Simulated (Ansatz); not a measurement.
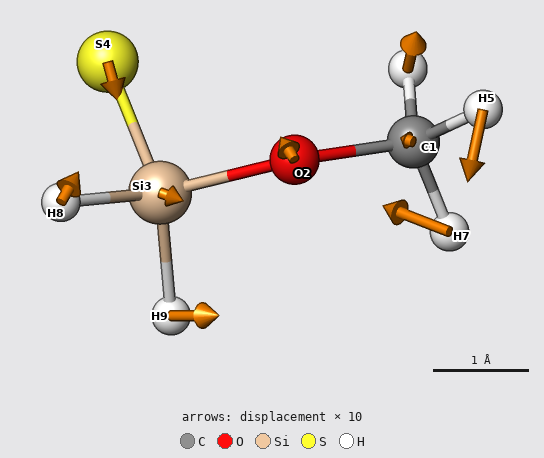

This is a relaxation of CH₅OSSi (multiplicity 2). The starting structure is drawn; orange arrows show the displacements, magnified 10 times. The two geometries are superimposed by the best rigid fit.

The picture is a ball-and-stick view, seen from a free direction.

The start comes from PBE-D4/def2-SVP.

All numbers below come from UKS PBE0-D4/def2-TZVP (Ansatz). Set-up: force threshold 0.005 eV/Å; at most 150 steps.

> Which element moves most?

Hydrogen: up to 0.093 Å, against 0.045 Å for sulfur.

> What did the optimiser do to the structure, and how much energy did it gain?

The atom that moves furthest after the best rigid fit is an H atom (0.093 Å). By element the largest moves are H 0.093 Å, S 0.045 Å, O 0.035 Å, Si 0.028 Å, C 0.018 Å. Near-neighbour distances that change, for instance: O–Si 1.674 → 1.633 Å, H–Si 1.516 → 1.492 Å, H–Si 1.499 → 1.479 Å, C–H 1.115 → 1.096 Å. Over 11 geometry steps the energy falls by 1.30 kcal/mol. The largest force component goes from 0.96 to 0.0011 eV/Å. The run took 69 s on 4 threads of Arm Neoverse V2 (shared host).
